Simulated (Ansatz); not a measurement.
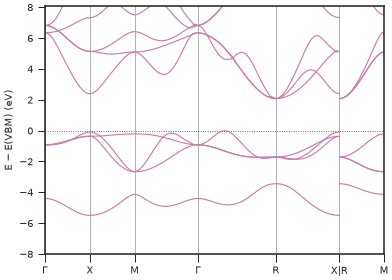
Fig. 1. Band structure from r²SCAN+D4 in the plane-wave PAW code Ansatz

Read off the gap and where the band edges lie.

About 2.1 eV (2.07 eV by a search for the band edges); maximum on the Γ–R line, 34 % of the way from Γ, minimum at R.

The material is TlI (CsCl type, Pm-3m).

The first step of the workflow began from a Materials Project structure, measured or hypothetical; the Crystallography Open Database files this formula in space group No. 221, but the cells were not matched. Whether it is the stable phase at ambient conditions was not checked. The cell was relaxed with r²SCAN+D4 under the symmetry of its start; its stability against distortions is not shown here. Spin–orbit coupling is left out wherever it is not named.

Potentials: the later of the program's two PAW sets.
